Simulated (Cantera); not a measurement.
Feed: 1 mol MgO, a varied amount of H2, equilibrated at 2500 K and 0.00130 bar.

Cantera equilibrium calculation (NASA polynomials, part measured and part estimated; ideal gas, pure solids and liquids). Candidate condensed phases: H2O, Mg, MgO, Mg(OH)2; 15 gas species. The tables' values for MgH are old estimates; treat these amounts as uncertain. The numbers say what is thermodynamically allowed, not how fast it happens.

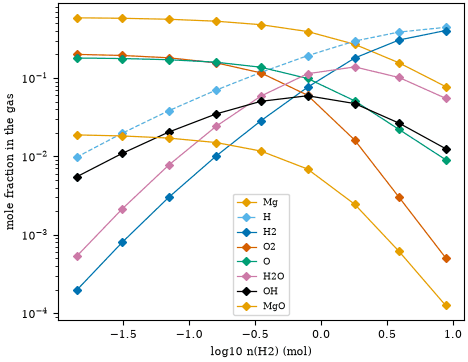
Equilibrium gas composition (values under 1e-9 drawn at 1e-9)

From 0.014 mol H2 to 8.8 mol H2 nothing is condensed. The main Mg-bearing gas is Mg throughout.
